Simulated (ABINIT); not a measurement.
# Quasiparticle gap of Cl (Cmce) in ABINIT, part 3 of 3

How does a plane-wave GW calculation on Cl (Cmce) run from the first input to the gap?

ABINIT 10.8.3; PBE and many-body steps on it, plane waves. Known limits of the many-body steps: not at the basis limit; coarse k mesh.

So far. Step 4 (Empty states on the mesh, 4×4×2 mesh, 163 bands): On this mesh the gap is 2.469 eV. Step 5 (Screening, 4×4×2 mesh, 155 bands, screening to 130.6 eV): Local fields lower ε∞ by 19 %. On a Γ-centred mesh this coarse the value itself is usually too large, while a short band sum pulls it down.

### Step 6. Self-energy, 4×4×2 mesh, 155 bands, screening to 130.6 eV

The self-energy is evaluated for the states that the input lists, and the levels follow from it, in one-shot runs by the linearised quasiparticle equation.

This step: G0W0 on PBE, plane waves, norm-conserving pseudopotentials.

Contents of run.abi:

```
acell 3*1.0 Angstrom
rprim 
  3.145000000000 -2.250000000000 0.000000000000
  3.145000000000 2.250000000000 0.000000000000
  0.000000000000 0.000000000000 8.210000000000
ntypat 1
znucl 17
natom 4
typat 1 1 1 1
xred 
  0.870000000000 0.130000000000 0.100000000000
  0.630000000000 0.370000000000 0.600000000000
  0.130000000000 0.870000000000 0.900000000000
  0.370000000000 0.630000000000 0.400000000000
pp_dirpath "pseudos"
pseudos "Cl.upf"
ecut 25
ngkpt 4 4 2
nshiftk 1
shiftk 0 0 0
kptopt 1
chksymbreak 0
istwfk *1
occopt 1
irdwfk 1
optdriver 4
nband 155
gwcalctyp 0
ecutsigx 25
symsigma 1
nkptgw 2
kptgw 
  0.5000000000 0.5000000000 0.0000000000
  0.0000000000 0.0000000000 0.0000000000
bdgw 
  13 16
  13 16
ecuteps 4.8
irdscr 1
ppmodel 1
indata_prefix "in"
outdata_prefix "out"
tmpdata_prefix "tmp"
```

The run is started by

```console
$ OMP_NUM_THREADS=1 mpirun -n 4 abinit run.abi > log
```

Numbers of over 12 decimals in the logs are rounded to 6 here.

Log:

```text
.Version 10.8.3 of ABINIT. v10.8.2 released Aug 2026.

 Symmetries : space group Cm c a (# 64); Bravais oC (1-face-center ortho.)
[... echo of the input left out ...]
== DATASET  1 ==================================================================
-   mpi_nproc: 4, omp_nthreads: 1 (-1 if OMP is not activated)

--- !DatasetInfo
iteration_state: {dtset: 1, }
dimensions: {natom: 4, nkpt: 14, mband: 155, nsppol: 1, nspinor: 1, nspden: 1, mpw: 4726, }
cutoff_energies: {ecut:  25.0, pawecutdg:  -1.0, }
electrons: {nelect:   2.80000000E+01, charge:   0.00000000E+00, occopt:   1.00000000E+00, tsmear:   1.00000000E-02, }

 SIGMA: Calculation of the GW corrections

 Based on a program developped by R.W. Godby, V. Olevano, G. Onida, and L. Reining.
 Incorporated in ABINIT by V. Olevano, G.-M. Rignanese, and M. Torrent.
.Using double precision arithmetic ; gwpc =  8

[... cell and pseudopotentials left out ...]
--------------------------------------------------------------------------------

 ==== K-mesh for the wavefunctions ====
 Number of points in the irreducible wedge :    14
[... list of points left out ...]
 Together with  8 symmetry operations and time-reversal symmetry
 yields    32 points in the full Brillouin Zone.

 ==== Q-mesh for screening function ====
 Number of points in the irreducible wedge :    14
[... list of points left out ...]
 Together with  8 symmetry operations and time-reversal symmetry
 yields    32 points in the full Brillouin Zone.

 vcoul_init : cutoff-mode = AUXILIARY_FUNCTION
 q-points for optical limit:   1
     1)      0.000010    0.000020    0.000030
 setmesh: FFT mesh size selected  =    36x   36x   72
          total number of points  =        93312

 Number of electrons calculated from density =   28.0000; Expected =   28.0000
 average of density, n =  0.035710
 r_s =    1.8838
 omega_plasma =   18.2284 [eV]

 === KS Band Gaps ===
  >>>> For spin  1
   Minimum direct gap =   2.5251 [eV], located at k-point      :   0.0000  0.0000  0.0000
   Fundamental gap    =   2.4691 [eV], Top of valence bands at :   0.5000  0.5000  0.0000
                                       Bottom of conduction at :   0.0000  0.0000  0.0000
 SIGMA fundamental parameters:
 PLASMON POLE MODEL  1
 number of plane-waves for SigmaX                 4675
 number of plane-waves for SigmaC and W            403
 number of plane-waves for wavefunctions          4675
 number of bands                                   155
 number of independent spin polarizations            1
 number of spinorial components                      1
 number of k-points in IBZ                          14
 number of q-points in IBZ                          14
 number of symmetry operations                       8
 number of k-points in BZ                           32
 number of q-points in BZ                           32
 number of frequencies for dSigma/dE                 9
 frequency step for dSigma/dE [eV]                0.25
 number of omega for Sigma on real axis              0
 max omega for Sigma on real axis  [eV]           0.00
 zcut for avoiding poles [eV]                     0.10

 EPSILON^-1 parameters (SCR file):
 dimension of the eps^-1 matrix on file            403
 dimension of the eps^-1 matrix used               403
 number of plane-waves for wavefunctions          4675
 number of bands                                   155
 number of q-points in IBZ                          14
 number of frequencies                               2
 number of real frequencies                          1
 number of imag frequencies                          1

 matrix elements of self-energy operator (all in [eV])

 Perturbative Calculation

--- !SelfEnergy_ee
iteration_state: {dtset: 1, }
kpoint     : [   0.500,    0.500,    0.000, ]
spin       : 1
KS_gap     :    2.546
QP_gap     :    5.769
Delta_QP_KS:    3.223
data: !SigmaeeData |
     Band     E0 <VxcDFT>   SigX SigC(E0)      Z dSigC/dE  Sig(E)    E-E0       E
       13  -1.186 -14.321 -18.741   2.516   0.788  -0.270 -15.820  -1.500  -2.686
       14  -0.824 -14.674 -19.122   2.489   0.791  -0.264 -16.224  -1.550  -2.374
       15   1.722 -14.106  -8.998  -2.996   0.792  -0.262 -12.433   1.673   3.395
       16   1.912 -14.243  -9.064  -3.012   0.790  -0.265 -12.530   1.713   3.625

--- !SelfEnergy_ee
iteration_state: {dtset: 1, }
kpoint     : [   0.000,    0.000,    0.000, ]
spin       : 1
KS_gap     :    2.525
QP_gap     :    5.684
Delta_QP_KS:    3.159
data: !SigmaeeData |
     Band     E0 <VxcDFT>   SigX SigC(E0)      Z dSigC/dE  Sig(E)    E-E0       E
       13  -0.970 -14.511 -19.022   2.518   0.791  -0.264 -16.087  -1.576  -2.546
       14  -0.880 -14.708 -19.184   2.519   0.790  -0.265 -16.255  -1.547  -2.427
       15   1.645 -13.980  -8.981  -2.969   0.794  -0.259 -12.368   1.612   3.257
       16   2.208 -14.626  -9.222  -3.144   0.786  -0.272 -12.849   1.777   3.985

== END DATASET(S) ==============================================================
================================================================================

 -outvars: echo values of variables after computation  --------
           etotal      0.0000000000E+00
            nband         155
             nkpt          14
          spgroup          64
 [... the other variables as echoed above ...]

 Calculation completed.
```

Wall time 36 s (4 MPI ranks of Arm Neoverse V1, shared host); peak memory 2 GiB.

Numbers from this step:

- G0W0 gap on the points computed: 5.631 eV
- starting gap on the mesh: 2.469 eV
- k of the valence top: 0.5, 0.5, 0
- k of the conduction bottom: 0, 0, 0
- Z at the valence top: 0.791
- Z at the conduction bottom: 0.794
- least direct G0W0 gap on the computed points: 5.684 eV

The gap on the mesh goes from 2.47 eV to 5.63 eV, a correction of +3.16 eV.

Limits: finite bands, cutoff and mesh; coarse k mesh. v1 is the top filled band, c1 the lowest empty one. The levels before and after the correction (eV, zero at the valence-band top of each column):

|  | conduction bottom | valence top |
| --- | --- | --- |
| Kohn-Sham | 2.47 | 0.00 |
| G0W0 | 5.63 | 0.00 |

|  | level | energy (eV) |
| --- | --- | --- |
| Kohn-Sham | (0.5 0.5 0) v2 | -0.362 |
| Kohn-Sham | (0.5 0.5 0) v1 | 0.000 |
| Kohn-Sham | (0.5 0.5 0) c1 | 2.546 |
| Kohn-Sham | (0.5 0.5 0) c2 | 2.736 |
| Kohn-Sham | Γ v2 | -0.146 |
| Kohn-Sham | Γ v1 | -0.056 |
| Kohn-Sham | Γ c1 | 2.469 |
| Kohn-Sham | Γ c2 | 3.031 |
| G0W0 | (0.5 0.5 0) v2 | -0.312 |
| G0W0 | (0.5 0.5 0) v1 | 0.000 |
| G0W0 | (0.5 0.5 0) c1 | 5.769 |
| G0W0 | (0.5 0.5 0) c2 | 5.999 |
| G0W0 | Γ v2 | -0.172 |
| G0W0 | Γ v1 | -0.053 |
| G0W0 | Γ c1 | 5.631 |
| G0W0 | Γ c2 | 6.359 |

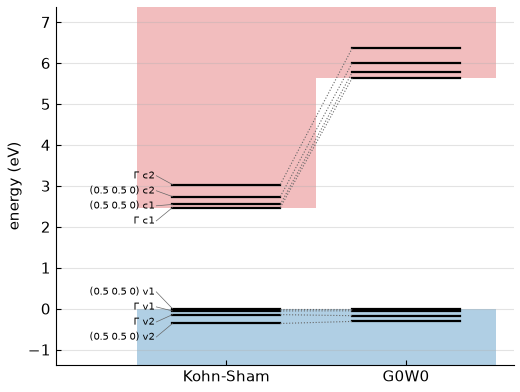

Levels before and after the correction. Shaded: valence and conduction bands.

### Step 7. Where the time went

Times are wall times on 4 MPI ranks of Arm Neoverse V1, shared host, good to a factor of about two.

| step | time | share | memory (GiB) |
| --- | --- | --- | --- |
| ground state | 32 s | 6 % | 0.36 |
| bands along the symmetry lines | 36 s | 7 % | 0.39 |
| empty states on the mesh | 4.3 min | 51 % | 4.9 |
| screening | 2.4 min | 29 % | 1.9 |
| self-energy | 36 s | 7 % | 2.0 |

### Step 8. Outcome

* PBE gap: 2.46 eV, indirect
* G0W0 gap on the mesh: 5.63 eV
* GW settings: 4×4×2 mesh, 155 bands, screening to 130.6 eV, Godby-Needs plasmon pole
* known limits: not at the basis limit; coarse k mesh

**Reading.** G0W0 moves the gap on the mesh from 2.47 eV to 5.63 eV (+3.16 eV), with Z of 0.79 and 0.79 at the edges. Local fields lower the RPA ε∞ on this mesh from 3.46 to 2.81; a Γ-centred mesh this coarse tends to raise both, most where the direct gap is narrow, while a short band sum lowers them. Only 2 of the mesh's irreducible points were corrected, so a valley elsewhere could overtake. The dearest step here is «empty states on the mesh». Bands and cutoff are finite, so the gap is not at the basis limit. The miss can reach some tenths of an eV and take either sign; the mesh is an error of its own. In the G0W0 run levels were corrected at 2 k points alone, so a gap called «on the mesh» is the least over those, and an edge elsewhere would be missed. The 4×4×2 mesh is coarse for this cell, which bears on the long-range parts of exchange and screening.

[Paths, hosts, dates, memory and timing lines, banners, echoed tables and standing remarks are left out of the program output.]

[Logs are printed without paths, hosts, clocks, repeated set-up lines and the standing remarks that a program may print on its own settings, such as how far it seeks lower states.]

[Runs of the session that timed out or met a known fault of the program may be left out.]

[Hosts, paths, dates, database ids (printed as entryN), source tags and the programs' standing remarks are cut or masked in the printed files.]

[G0W0 gaps are taken among the corrected bands and points alone; a level outside them can change the order at an edge.]

[Where Ansatz stands beside ABINIT at settings called matched, ABINIT's density can come from a denser mesh and the files from another edition; pairs whose starting gaps differed by over 0.03 eV were left out, so agreement reads better than it is.]
